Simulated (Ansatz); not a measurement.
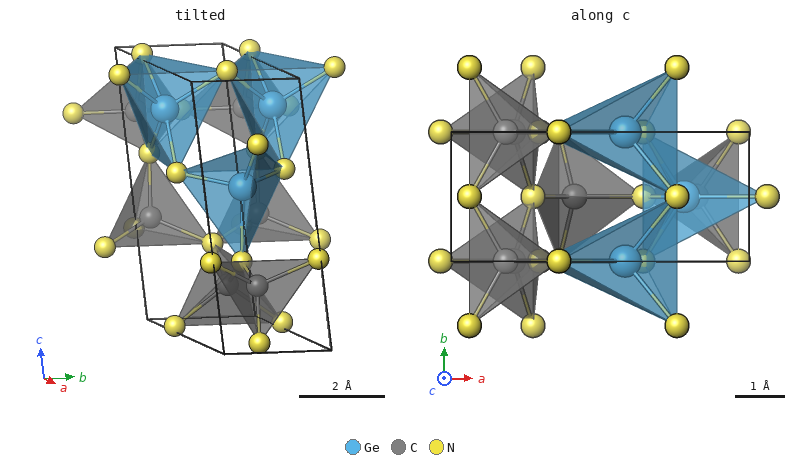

A polyhedral rendering, viewed slightly off an axis and along the c axis. Lines trace the edges of the conventional unit cell. A few atoms beyond the faces are included.

GeC₂N₄, space group Pm (No. 6), a = 6.758 Å, b = 2.656 Å, c = 6.799 Å, α = 90.00°, β = 114.92°, γ = 90.00°. The model was built from a structure type filled with these elements by a generator (whether the compound takes this form wasn't checked). Earlier steps of the study, as a rule a relaxation of our own, may have changed the cell and positions, so they can lie some per cent off the listed ones. It was run through Ansatz as a DFT input.

This one geometry was computed with Ansatz (DFT, plane waves, PAW) at five levels of theory: PBE with spin-orbit coupling, PBE0, HSE06, PBE and r2SCAN. It was relaxed beforehand with r2SCAN.

Which level gives the highest pressure at this volume, and what does that say about its equilibrium volume?

Answer. Highest: PBE with spin-orbit coupling (6.3 GPa) and PBE (6.3 GPa), which points to the largest equilibrium volume. Lowest, with the smallest volume: PBE0 (-4.6 GPa) and HSE06 (-4.5 GPa). Levels within 0.5 GPa of each other can't be told apart.

How does the band gap change with the level of theory?

Answer. PBE: a gap of 1.92 eV, direct; PBE with spin-orbit coupling: a gap of 1.92 eV, direct; r2SCAN: a gap of 2.25 eV, direct; HSE06: a gap of 3.35 eV, direct; PBE0: a gap of 4.12 eV, direct.

Collect the results in a table.

Answer.
| level | cutoff (eV) | k-mesh of the run's cell | gap (eV) | pressure (GPa) |
| --- | --- | --- | --- | --- |
| PBE with spin-orbit coupling | 420 | 4×10×4 | 1.92 | 6.3 |
| PBE0 | 420 | 2×6×4 | 4.12 | -4.6 |
| HSE06 | 420 | 2×6×4 | 3.35 | -4.5 |
| PBE | 420 | 4×10×4 | 1.92 | 6.3 |
| r2SCAN | 500 | 4×10×4 | 2.25 | 0.0 |

Gaps are taken on the k-mesh or band path of each run.
